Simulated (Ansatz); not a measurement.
**CH₃FSSi: basis-set convergence**

Aim: see how fast density functionals converge with the basis set for CH₃FSSi.

Computed with Ansatz 0.2.0, Gaussian basis. Level: one geometry, several basis sets.

The runs, in order: PBE0-D4/def2-SVP; ωB97M-V/def2-SVP; PBE0-D4/def2-QZVPP; ωB97M-V/def2-QZVPP; the functionals' def2-TZVPP values are taken from earlier runs.

### Step 1. The relaxed structure

The geometry comes from an earlier relaxation with PBE0-D4 in a triple-zeta def2 set; it is a stationary point, not always the lowest conformer.

SMILES `F[SiH2]C=S`, 7 atoms, charge 0, spin multiplicity 1.

Atoms are counted from 1 here; the program's logs count them from 0.

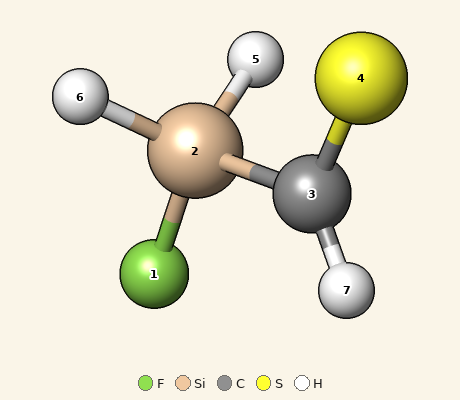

The geometry (fluorine green, silicon light orange, carbon grey, sulfur yellow, hydrogen white); atoms are numbered from 1 in the order of the file.

### Step 2. PBE0-D4 in def2-SVP

in.yaml

```yaml
crystal:
  periodic: [false, false, false]
  atoms:
    - {symbol: F, position_ang: [-1.781259, 0.984173, 0.055522]}
    - {symbol: Si, position_ang: [-0.201360, 0.735220, -0.021473]}
    - {symbol: C, position_ang: [0.174891, -1.097850, 0.022746]}
    - {symbol: S, position_ang: [1.734896, -1.495497, -0.043998]}
    - {symbol: H, position_ang: [0.296885, 1.296102, -1.296439]}
    - {symbol: H, position_ang: [0.429961, 1.382630, 1.149227]}
    - {symbol: H, position_ang: [-0.592714, -1.872780, 0.088815]}
basis:
  gaussian: {orbitals: def2-SVP}
hamiltonian: {xc: pbe0, dispersion: d4}
output: {orbitals: {seedname: orbitals}}
```

Run with:

```sh
$ ansatz run in.yaml --threads 2 --pin off --events-out ev --progress --plain --max-ram 4352MiB
```

Standard output:

```text
Functional definition: PBE0
  name "PBE0"
  cite "Adamo & Barone, J. Chem. Phys. 110, 6158 (1999) doi:10.1063/1.478522"
  cite "Perdew, Burke & Ernzerhof, Phys. Rev. Lett. 77, 3865 (1996) doi:10.1103/PhysRevLett.77.3865"
  parent pbe
  parameter a = 0.25
  parameter kappa = 0.804
  parameter beta = 0.06672455060314922
  exchange = (1 - a)*pbe_x(kappa = kappa, mu = beta*pi^2/3) + a*exact_x
  correlation = pbe_c(beta = beta)
755 factors; integrals over basis functions are off by at most 1.1e-3 eV
mean field evaluation 1: about -22492.8821 eV, gradient 4.0e1 eV
mean field evaluation 2: about -22486.8681 eV, gradient 6.2e1 eV
mean field evaluation 4: about -22496.2250 eV, gradient 4.0e0 eV
mean field evaluation 8: about -22496.3125 eV, gradient 1.5e-1 eV
mean field evaluation 16: about -22496.3126 eV, gradient 5.0e-5 eV
mean field -22496.31259291 eV, -826.7242392413 hartree, gradient 5.0e-5 eV, S^2 0.000000; 0 other end points of the search recorded, 0 dependent functions left out
reference -22496.31261399 eV, -826.7242400159 hartree; 24, 24 occupied and 55, 55 virtual orbitals, 755 factors
Total energy: -22496.43931842 eV, -826.7288963175 hartree
```

Run time: 1.1 s. Hardware: 2 threads of Arm Neoverse V1, shared host.

### Step 3. ωB97M-V in def2-SVP

Edit in.yaml of step 2 so:

```diff
@@ -12,3 +12,3 @@
   gaussian: {orbitals: def2-SVP}
-hamiltonian: {xc: pbe0, dispersion: d4}
+hamiltonian: {xc: {name: wB97M-V}}
 output: {orbitals: {seedname: orbitals}}
```

Same command.

Standard output, shortened:

```text
Functional definition: wB97M-V
  name "wB97M-V"
  cite "Mardirossian & Head-Gordon, J. Chem. Phys. 144, 214110 (2016) doi:10.1063/1.4952647"
  cite "Becke, J. Chem. Phys. 107, 8554 (1997) doi:10.1063/1.475007"
  cite "Vydrov & Van Voorhis, J. Chem. Phys. 133, 244103 (2010) doi:10.1063/1.3521275"
  # Of w^i u^j: cxij and so on, Table III.
[...]
  gx(w, u) = 1 - cx + cx01*u + cx10*w
  gss(w, u) = css00 + css04*u^4 + css10*w + css20*w^2 + css43*w^4*u^3
  gos(w, u) = cos00 + cos10*w + (cos20 + cos21*u)*w^2 + (cos60 + cos61*u)*w^6
[...]
      + integral(e_c_pw_mod_opposite_spin*gos(b97_w_opposite, b97_u_opposite)) + vv10(b, c)
755 factors; integrals over basis functions are off by at most 1.1e-3 eV
235 factors; integrals over basis functions are off by at most 8.4e-6 eV
[...]
mean field -22505.02751269 eV, -827.0445066357 hartree, gradient 8.7e-5 eV, S^2 0.000000; 0 other end points of the search recorded, 0 dependent functions left out
reference -22505.02754800 eV, -827.0445079336 hartree; 24, 24 occupied and 55, 55 virtual orbitals, 755 factors
Total energy: -22505.02754800 eV, -827.0445079336 hartree
```

It took 5.5 s on 2 threads of Arm Neoverse V1, shared host.

### Step 4. PBE0-D4 in def2-QZVPP

Edit in.yaml of step 3 so:

```diff
@@ -11,4 +11,4 @@
 basis:
-  gaussian: {orbitals: def2-SVP}
-hamiltonian: {xc: {name: wB97M-V}}
+  gaussian: {orbitals: "def2-QZVPP.json"}
+hamiltonian: {xc: pbe0, dispersion: d4}
 output: {orbitals: {seedname: orbitals}}
```

Same command.

Standard output:

```text
Functional definition: PBE0
  name "PBE0"
  cite "Adamo & Barone, J. Chem. Phys. 110, 6158 (1999) doi:10.1063/1.478522"
  cite "Perdew, Burke & Ernzerhof, Phys. Rev. Lett. 77, 3865 (1996) doi:10.1103/PhysRevLett.77.3865"
  parent pbe
  parameter a = 0.25
  parameter kappa = 0.804
  parameter beta = 0.06672455060314922
  exchange = (1 - a)*pbe_x(kappa = kappa, mu = beta*pi^2/3) + a*exact_x
  correlation = pbe_c(beta = beta)
1297 factors; their error is unknown
mean field evaluation 1: about -22502.7499 eV, gradient 5.3e1 eV
mean field evaluation 2: about -22491.6894 eV, gradient 8.3e1 eV
mean field evaluation 4: about -22508.3847 eV, gradient 5.6e0 eV
mean field evaluation 8: about -22508.4693 eV, gradient 2.0e-1 eV
mean field evaluation 16: about -22508.4694 eV, gradient 2.7e-5 eV
mean field -22508.46936653 eV, -827.1709924315 hartree, gradient 2.7e-5 eV, S^2 0.000000; 0 other end points of the search recorded, 0 dependent functions left out
reference -22508.46939925 eV, -827.1709936340 hartree; 24, 24 occupied and 320, 320 virtual orbitals, 1297 factors
Total energy: -22508.59610368 eV, -827.1756499357 hartree
```

It took 7 s on 2 threads of Arm Neoverse V1, shared host; peak memory 0.91 GiB.

### Step 5. ωB97M-V in def2-QZVPP

Edit in.yaml of step 4 so:

```diff
@@ -12,3 +12,3 @@
   gaussian: {orbitals: "def2-QZVPP.json"}
-hamiltonian: {xc: pbe0, dispersion: d4}
+hamiltonian: {xc: {name: wB97M-V}}
 output: {orbitals: {seedname: orbitals}}
```

Same command.

Standard output, shortened:

```text
Functional definition: wB97M-V
  name "wB97M-V"
  cite "Mardirossian & Head-Gordon, J. Chem. Phys. 144, 214110 (2016) doi:10.1063/1.4952647"
  cite "Becke, J. Chem. Phys. 107, 8554 (1997) doi:10.1063/1.475007"
  cite "Vydrov & Van Voorhis, J. Chem. Phys. 133, 244103 (2010) doi:10.1063/1.3521275"
  # Of w^i u^j: cxij and so on, Table III.
[...]
  gx(w, u) = 1 - cx + cx01*u + cx10*w
  gss(w, u) = css00 + css04*u^4 + css10*w + css20*w^2 + css43*w^4*u^3
  gos(w, u) = cos00 + cos10*w + (cos20 + cos21*u)*w^2 + (cos60 + cos61*u)*w^6
[...]
      + integral(e_c_pw_mod_opposite_spin*gos(b97_w_opposite, b97_u_opposite)) + vv10(b, c)
1249 factors; their error is unknown
262 factors; integrals over basis functions are off by at most 1.9e-5 eV
[...]
mean field -22517.23687352 eV, -827.4931923707 hartree, gradient 4.0e-5 eV, S^2 0.000000; 0 other end points of the search recorded, 0 dependent functions left out
reference -22517.23692691 eV, -827.4931943326 hartree; 24, 24 occupied and 320, 320 virtual orbitals, 1249 factors
Total energy: -22517.23692691 eV, -827.4931943326 hartree
```

Wall time 18 s (2 threads of Arm Neoverse V1, shared host); peak memory 1.1 GiB.

### Step 6. Density functionals: the series

The def2-TZVPP values come from earlier runs at the same geometry.

```csv
functional,basis,functions,energy (eV),from the largest (eV),HOMO (eV),LUMO (eV)
PBE0-D4,def2-SVP,79,-22496.4393,12.157,-6.74,-2.98
PBE0-D4,def2-TZVPP,188,-22507.7780,0.818,-6.85,-3.12
PBE0-D4,def2-QZVPP,344,-22508.5961,0.000,-6.88,-3.16
ωB97M-V,def2-SVP,79,-22505.0275,12.209,-8.89,-0.70
ωB97M-V,def2-TZVPP,188,-22516.4712,0.766,-9.03,-0.92
ωB97M-V,def2-QZVPP,344,-22517.2369,0.000,-9.07,-0.98
```

### Step 7. Results

| quantity | value |
| --- | --- |
| PBE0-D4: double and triple zeta above quadruple | 12.16, 0.82 eV |
| ωB97M-V: double and triple zeta above quadruple | 12.21, 0.77 eV |

What this shows: For PBE0-D4 the step from double to triple zeta gains 11.34 eV and the next only 0.82 eV. Total energies overstate the basis error of differences, where much of it tends to cancel.

For PBE0-D4 the largest set took about 6 times as long as the smallest (7 s against 1.1 s).
